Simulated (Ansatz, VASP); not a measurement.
# SiBi: VASP beside Ansatz, part 2 of 2

Aim: how closely do two programs agree when they are given the same cell, functional and k mesh? The cell is invented: As first built, before any earlier steps moved the atoms (in the runner's words): it takes the SnP structure with all of its atoms replaced by other elements, volume scaled by an estimate. It may not be a known or stable phase. The cell is taken from a series of VASP runs on this material, whose earlier steps may have relaxed, scaled or displaced it; both programs get it as it stands. Valence electrons are named where the data sets of a main pair hold unlike numbers.

VASP 6.6.1 and Ansatz 0.2.0.

So far: Starting point; VASP: band structure, HSE03.

### 3. Ansatz: band structure, HSE03

Level of this step: Ansatz beside VASP: Kohn-Sham DFT, plane waves, HSE03 (Ansatz).

Ansatz runs on its default PAW (the set named soft_2) files.

The same cell, functional, mesh and smearing now go to Ansatz, which takes its cutoff from its data sets.

input.yaml

```yaml
crystal:
  lattice:
    - [-2.026887206, 2.026887206, 3.2462904277]
    - [2.026887206, -2.026887206, 3.2462904277]
    - [2.026887206, 2.026887206, -3.2462904277]
  atoms:
    - { symbol: Bi, position: [0.574132049, 0.574132049, 0.0] }
    - { symbol: Si, position: [0.997868951, 0.997868951, 0.0] }
hamiltonian:
  xc: { exchange: pbe, correlation: pbe, exx: { coeff: 0.25, omega: 0.3 } }
  pseudopotentials: { kind: paw }
kpoints:
  mp_grid: { grid: [5, 5, 5] }
  band_path:
    path:
      - [0.0, 0.0, 0.0]
      - [0.0, 0.0, 0.5]
      - [-0.19492, 0.19492, 0.5]
      - [-0.34746, 0.34746, 0.34746]
      - [0.0, 0.0, 0.0]
      - [0.5, 0.5, -0.5]
      - [0.34746, 0.65254, -0.34746]
      - [0.0, 0.5, 0.0]
      - [0.25, 0.25, 0.25]
      - [0.5, 0.5, -0.19492]
      - [0.5, 0.5, -0.5]
      - [0.25, 0.25, 0.25]
    npoints: 1
scf:
  occupations: { method: gaussian, width: 0.02 }
  n_extra_bands: 7
output:
  forces: true
  stress: true
  eigenvalues: true
  write_density: true
  write_potential: true
  elf: true
  volumetric_format: npy
```

On the command line:

```
ansatz run input.yaml --threads 4 --pin off --max-ram 9216MiB --backend cpu --events-out ev --progress --plain --runs-dir out
```

Numbers of over 12 decimals in the logs are rounded to 6 here.

Output:

```text
Warning: output.stress: scf.convergence.dr2_threshold = 1e-7 eV (the SCF's general default) is looser than the 2e-10 eV advised for a printed stress (1e-10 eV for each atom of the cell: 2). What an SCF threshold leaves in a stress goes as its square root, and in the free energy as the threshold itself, and one threshold admits the most on a small cell: [figures from the program's tests cut] Set scf.convergence.dr2_threshold to 2e-10 eV or tighter. The threshold is an SCF's pass mark: one that does not reach it within its budget of iterations ends unconverged, or closes short of it on a stop that the run arms, and scf.convergence.dr2_threshold's page says what that costs each kind of run
Warning: output.stress: scf.exx.energy_threshold = 1e-6 eV is looser than the 2e-8 eV advised for a stress under a hybrid functional (1e-8 eV for each atom of the cell: 2). Every SCF of the exchange loop can meet its threshold on dr2 while the loop round them stops early: no threshold on dr2 bounds what that leaves in the stress. Set scf.exx.energy_threshold to 2e-8 eV or tighter. The threshold is the loop's pass mark: a loop that does not reach it within its budget of cycles ends unconverged, and scf.exx.energy_threshold's page has the law
scf.n_extra_bands = 7 over 10 filled bands (N_el = 19.0): the run solves 17 bands
Engine: ansatz 0.2.0, aarch64-unknown-linux-gnu
Pseudopotentials: kind: paw
Pseudopotential: Bi, paw, valence charge 15, recommended cutoff 420 eV (normal), Bi.paw.azcp
Pseudopotential: Si, paw, valence charge 4, recommended cutoff 420 eV (normal), Si.paw.azcp
Functional definition: unnamed
  parameter a_1 = 0.25
  parameter omega_1 = 0.3/angstrom
  exchange = pbe_x + (-a_1)*pbe_x_sr(omega_1) + a_1*exact_x_sr(omega_1)
  correlation = pbe_c
Crystal: 2 atoms, lattice volume = 53.347 Å³
Basis set: ecut = 420 eV, 1039 PW (Γ), exchange–correlation on 60×60×60 points (8 copies of the dense FFT grid, shifted against one another)
Bands: 17, of which v1, the nominal top of the filled ones, is band 10 counted from 1 (9 counted from 0)
Symmetry: 8 space group operations
Space group: I4mm (ITA 107), of the structure as read, at distance tolerance 3.8e-5 Å
k-points: 18 of 125 (time reversal used)
Non-local potential: Bi, projectors of the file, l = 0: 2, l = 1: 2, l = 2: 2, l = 3: 2
Non-local potential: Si, projectors of the file, l = 0: 2, l = 1: 2, l = 2: 2
PAW form: soft (Blöchl's): semilocal exchange-correlation on the pseudo side does not see the compensation charge
PAW frozen core: Bi, regenerated for the run's functional, and the local potential with it (the file was generated under x = pbe(κ = 0.804, μ = 0.219515), c = pbe(β = 0.066725))
PAW frozen core: Si, regenerated for the run's functional, and the local potential with it (the file was generated under x = pbe(κ = 0.804, μ = 0.219515), c = pbe(β = 0.066725))
PAW one-centre angular grid: Bi, 590 points (default); XC on 64 Gauss nodes
PAW one-centre angular grid: Si, 110 points (default); XC on 64 Gauss nodes
Initial density: superposition of atomic densities (neutral atoms: chi_scale 0, normalization atom), corrected by the library's trained network
Initial wavefunctions: pseudopotential atomic-orbital guess
Functional: x = pbe(κ = 0.804, μ = 0.219515), c = pbe(β = 0.066725), warm-up for x = pbe(κ = 0.804, μ = 0.219515) + 0.25 (exact − pbe) at short range (hse, ω = 0.3 Å⁻¹), c = pbe(β = 0.066725)
SCF iter   1: F=—  HF=-13031.515824 eV  |F-HF|=—  |Δ(HF+E_count)|=         —  Δρ=1.57e-3  dr2=1.46e-3  ethr=1.77e-3  ⟨swp⟩=11.8  Hψ=1671  notcnv=0
preconditioner: auto → none  [insulator: Δε(μ)=0.111 eV  Ē_g=11.426 eV  σ=0.020 eV  W_gap=0.69  n_scr=14 (ndim 8)  ℏωp=15.3 eV  f_vac=0.000  D(μ)=3.20/eV (n_scr^D=34)]
SCF iter   2: F=—  HF=-13031.516465 eV  |F-HF|=—  |Δ(HF+E_count)|=   6.42e-4  Δρ=7.55e-4  dr2=2.71e-4  ethr=7.69e-6  ⟨swp⟩=5.0  Hψ=956  notcnv=0  defer=12
iter 3 solved again at ethr=4.34e-8 eV; its pass at ethr=1.43e-6 eV (dr2=8.25e-6 eV) is discarded
SCF iter   3: F=—  HF=-13031.516563 eV  |F-HF|=—  |Δ(HF+E_count)|=   9.79e-5  Δρ=1.30e-4  dr2=7.58e-6  ethr=4.34e-8  ⟨swp⟩=3.8  Hψ=1169  notcnv=0  defer=1
SCF iter   4: F=—  HF=-13031.516566 eV  |F-HF|=—  |Δ(HF+E_count)|=   3.18e-6  Δρ=3.58e-5  dr2=5.28e-7  ethr=3.99e-8  ⟨swp⟩=3.0  Hψ=618  notcnv=0
SCF iter   5: F=—  HF=-13031.516567 eV  |F-HF|=—  |Δ(HF+E_count)|=   3.67e-7  Δρ=7.79e-6  dr2=1.55e-8  ethr=2.78e-9  ⟨swp⟩=3.0  Hψ=620  notcnv=0
SCF iter   6: F=-13031.516567 eV  HF=-13031.516567 eV  |F-HF|=1.37e-9  |Δ(HF+E_count)|=   3.77e-8  Δρ=1.72e-6  dr2=6.28e-10  ethr=8.14e-11  ⟨swp⟩=3.9  Hψ=621  notcnv=0
SCF 1 converged in 6 iterations: F = -13031.516567 eV  dr2 = 6.28e-10
  greatest PAW one-centre occupation: 0.987 electrons in one spin orbital (limit 2), on the Bi atom at site 0 (counted from 0), in its partial waves of l = 2
Initial density: handed on by an earlier stage of this run
Initial wavefunctions: those handed on with the density
Functional: x = pbe(κ = 0.804, μ = 0.219515) + 0.25 (exact − pbe) at short range (hse, ω = 0.3 Å⁻¹), c = pbe(β = 0.066725)
Exchange kernel: α = 0.2500, screened, ω = 0.3000 Å⁻¹, Wigner–Seitz truncation, v(0) = 502.6403 eV·Å³, q-mesh 5×5×5, nearest image of the exchange supercell L = 20.27 Å, pair-density grid 18×18×18, without the augmentation charges, whose exchange is taken in its separable form by FFT convolution over the k-point mesh (sized by the pseudopotential files, 24×24×24 at the most), smooth part of the exact exchange by density-matrix convolution
Frozen-core exchange: fock
iter 1 solved again at ethr=5.22e-5 eV; its pass at ethr=1.00e-1 eV (dr2=9.93e-3 eV) is discarded
SCF iter   1: F=—  HF=-13035.643448 eV  |F-HF|=—  |Δ(HF+E_count)|=         —  Δρ=4.03e-3  dr2=1.06e-2  ethr=5.22e-5  ⟨swp⟩=4.9  Hψ=1611  notcnv=0
preconditioner: auto → none  [insulator: Δε(μ)=0.177 eV  Ē_g=12.435 eV  σ=0.020 eV  W_gap=0.69  n_scr=14 (ndim 8)  ℏωp=15.3 eV  f_vac=0.000  D(μ)=3.20/eV (n_scr^D=34)]
SCF iter   2: F=—  HF=-13035.642149 eV  |F-HF|=—  |Δ(HF+E_count)|=   1.30e-3  Δρ=1.47e-3  dr2=8.88e-4  ethr=5.22e-5  ⟨swp⟩=3.3  Hψ=794  notcnv=0  defer=1
SCF iter   3: F=—  HF=-13035.642082 eV  |F-HF|=—  |Δ(HF+E_count)|=   6.76e-5  Δρ=7.61e-4  dr2=1.77e-4  ethr=4.28e-6  ⟨swp⟩=2.3  Hψ=526  notcnv=0  defer=1
SCF iter   4: F=—  HF=-13035.642102 eV  |F-HF|=—  |Δ(HF+E_count)|=   2.00e-5  Δρ=5.77e-5  dr2=1.42e-6  ethr=8.44e-7  ⟨swp⟩=3.9  Hψ=570  notcnv=0  defer=1
SCF iter   5: F=-13035.642102 eV  HF=-13035.642102 eV  |F-HF|=7.57e-8  |Δ(HF+E_count)|=   8.34e-7  Δρ=1.78e-5  dr2=1.36e-7  ethr=6.90e-9  ⟨swp⟩=4.2  Hψ=918  notcnv=0  defer=1
SCF 2 stopped early in 5 iterations: F = -13035.642102 eV  dr2 = 1.36e-7
  Residual-converged pass: ⟨swp⟩=3.9  Hψ=693  notcnv=0  max |occ|·‖R‖ = 6.6e-6 eV (tolerance 6.7e-6 eV)  dr2=1.36e-7  dr2_onsite=1.63e-8  max |Δocc| = 3.6e-34
  greatest PAW one-centre occupation: 0.988 electrons in one spin orbital (limit 2), on the Bi atom at site 0 (counted from 0), in its partial waves of l = 2
hybrid outer 1: dexx = +2.523e-3 eV, tail = 5.11e-6 eV
Exchange kernel: α = 0.2500, screened, ω = 0.3000 Å⁻¹, Wigner–Seitz truncation, v(0) = 502.6403 eV·Å³, q-mesh 5×5×5, nearest image of the exchange supercell L = 20.27 Å, pair-density grid 18×18×18, without the augmentation charges, whose exchange is taken in its separable form by FFT convolution over the k-point mesh (sized by the pseudopotential files, 24×24×24 at the most), smooth part of the exact exchange by density-matrix convolution
Frozen-core exchange: fock
SCF iter   1: F=—  HF=-13035.642076 eV  |F-HF|=—  |Δ(HF+E_count)|=         —  Δρ=9.89e-6  dr2=3.30e-8  ethr=1.34e-7  ⟨swp⟩=5.5  Hψ=791  notcnv=0
preconditioner: auto → none  [insulator: Δε(μ)=0.168 eV  Ē_g=12.432 eV  σ=0.020 eV  W_gap=0.69  n_scr=14 (ndim 8)  ℏωp=15.3 eV  f_vac=0.000  D(μ)=3.20/eV (n_scr^D=34)]
SCF iter   2: F=—  HF=-13035.642076 eV  |F-HF|=—  |Δ(HF+E_count)|=   1.46e-7  Δρ=7.52e-6  dr2=1.34e-8  ethr=1.53e-10  ⟨swp⟩=4.8  Hψ=932  notcnv=0  defer=2
SCF iter   3: F=—  HF=-13035.642076 eV  |F-HF|=—  |Δ(HF+E_count)|=   5.07e-9  Δρ=3.08e-6  dr2=2.07e-9  ethr=6.96e-11  ⟨swp⟩=2.4  Hψ=505  notcnv=0  defer=7
SCF iter   4: F=-13035.642076 eV  HF=-13035.642076 eV  |F-HF|=8.19e-11  |Δ(HF+E_count)|=  7.33e-10  Δρ=1.11e-6  dr2=2.66e-10  ethr=1.09e-11  ⟨swp⟩=3.2  Hψ=585  notcnv=0  defer=14
SCF 3 converged in 4 iterations: F = -13035.642076 eV  dr2 = 2.66e-10
  Residual-converged pass: ⟨swp⟩=4.0  Hψ=746  notcnv=0  max |occ|·‖R‖ = 2.7e-7 eV (tolerance 2.7e-7 eV)  dr2=2.59e-10  dr2_onsite=8.48e-11  max |Δocc| = 3.2e-37
hybrid outer 2: dexx = +4.594e-8 eV, tail = 1.95e-9 eV, Δε = 8.44e-4 eV (about 2.05e-5 eV left of the loop's levels), ΔF = 1.73e-3 eV/Å (tail 2.31e-4)
NSCF: frozen V_eff on 12 k-points
hybrid SCF converged: 2 outer / 9 inner (+6 warm-up), last move |dexx| = 4.59e-8 eV, tail = 1.95e-9 eV
Stability not checked: this state was not tested for a lower state beside it, because the functional holds exact exchange (a hybrid, or Hartree-Fock), whose exchange loop this test does not read (fock_operator; see scf.lower_state_search)
Free energy (F): -13035.642076 eV
Frozen-core exchange: fock
Harris-Foulkes:  -13035.642076 eV  (|F-HF|=8.19e-11)
Internal energy: -13035.641435 eV  (E = F + TS)
E sigma→0 (E₀):  -13035.641756 eV
Entropy (-TS):   -0.000641 eV (-0.320 meV/atom)
Fermi energy:    8.797276 eV
--- Per-component energies (eV) ---
  E_band       = -129.269300
  E_kinetic    = 338.827980
  E_local      = -1639.375287  (includes V_loc(G=0)·N_el)
  E_nonlocal   = 586.616696
  E_hartree    = 545.026810
  E_xc         = -168.010012
  E_vxc        = -153.936205  (∫ρ·V_xc dr)
  E_exx        = -36.964505  (= α·E_x^exact, valence–valence)
  E_paw        = -11180.888418  (= ΣΔE_a)
  E_vpaw       = -277.526569  (= ΣTr[D̂ρ^β])
  E_aug_tail   = -0.000426  (compensation charges beyond the density's cutoff)
  E_ewald      = -1480.951561
  E_core_change = 0.077288  (= ΣΔE_core)
  E_smearing   = -0.000641  (= −TS)
  E_closure    = -0.000000  (closes the sum)
  Σ components = -13035.642076   (vs F -13035.642076, Δ=1.82e-12)
--- Forces (eV/Å), atoms counted from 1 ---
  atom   1  Bi    -0.00000000    -0.00000000     0.07928740
  atom   2  Si     0.00000000     0.00000000    -0.07918222
  max |Σ_I F_I| component: 1.05e-4 eV/Å
--- Stress (GPa, compression-positive) ---
       -1.923769      -0.000000      -0.000000
       -0.000000      -1.923769      -0.000000
       -0.000000       0.000000      -2.620817
  P = ⅓ Tr σ = -2.1561 GPa (-21.561 kbar)
--- Band table (eV; the first three rows and the last of 18) ---
  k-point 0: bands = [... 6 lower, 5.6358, 7.8801, 7.8801, 8.4507, 11.9704, 13.3139, 13.3139, 14.2207, ... 3 higher]
  k-point 1: bands = [... 6 lower, 3.2750, 6.6099, 7.0953, 9.9843, 11.6951, 12.2114, 12.9210, 15.5721, ... 3 higher]
  k-point 2: bands = [... 6 lower, 1.9914, 4.1800, 5.2578, 6.6335, 11.0846, 14.3409, 17.3023, 17.5045, ... 3 higher]
  k-point 17: bands = [... 6 lower, 0.8863, 3.9619, 6.5249, 7.7061, 13.5019, 14.5586, 15.3276, 16.6494, ... 3 higher]
```

Elapsed: 29 s, on 4 threads of Arm Neoverse V2, shared host; peak memory 1.1 GiB.

### 4. Comparison

Known differences besides the potentials themselves: exact exchange at q = 0 is treated differently, which shows on coarse meshes; VASP keeps PBE cores, Ansatz makes them for the functional; the cutoff is 420 eV in Ansatz and 400 eV in VASP; VASP takes a coarser grid for exact exchange (PRECFOCK = Fast). Total energies have different zeros and are not compared.

Forces (eV/Å; atoms numbered as in POSCAR):

```csv
atom,"Ansatz x, y, z","VASP x, y, z"
Bi1,"0.000, 0.000, 0.079","0.000, 0.000, 0.082"
Si2,"0.000, 0.000, -0.079","0.000, 0.000, -0.082"
```

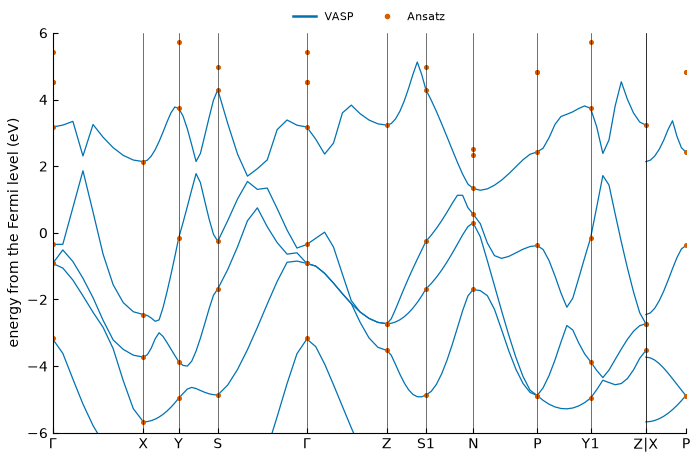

Bands from VASP (lines) and levels from Ansatz (dots). Dots without a line are higher empty bands that the VASP plot leaves out.

The forces differ by 1.9 meV/Å r.m.s., which is 3.9 % of the r.m.s. force of 0.048 eV/Å (both taken over all components). Levels from 3 eV below to 2 eV above the Fermi level differ by 4 meV r.m.s. and 10 meV at most; each VASP level is matched to the nearest of Ansatz, which flatters the figure a little.

### 5. Results

- r.m.s. difference of levels near the Fermi level (band structure, HSE03): 3.7 meV

In words: The r.m.s. difference of levels near the Fermi level is 3.7 meV (band structure, HSE03), within the 80 meV picked in this series as the mark of a large difference. Such differences can come from data sets, numerical settings and the points named under the comparisons, not from the functional's error against experiment.

[Lines on the potential files, build, host, timing and source positions are cut from VASP's logs without a mark.]

[Logs are printed without paths, hosts, clocks, repeated set-up lines and the standing remarks that a program may print on its own settings, such as how far it seeks lower states.]

[Hosts, paths, dates, database ids (printed as entryN), source tags and the programs' standing remarks are cut or masked in the printed files.]
